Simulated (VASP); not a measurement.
Band structure of RuC (relaxed from the wurtzite structure, space group P6_3mc). Level of theory: PBEsol GGA, VASP's PBE PAW potentials (set 64) (plane waves; VASP 6.6.1).

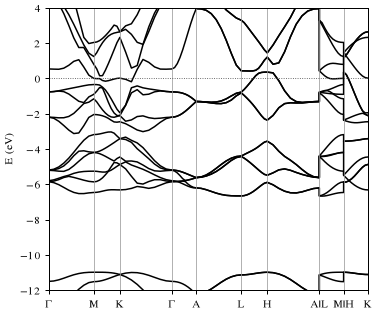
Figure: Bands along high-symmetry lines, zero at the valence-band maximum or, without a gap, the Fermi level

Read the plot: is there a gap, and where are the band edges?

It has no gap at this level: it comes out as a metal or semimetal. (Edges off the drawn lines would not show.)

The structure was generated: RuC was put into the wurtzite type (P6_3mc), which need not be its known phase. It was relaxed first, which changed the volume by -31 %.
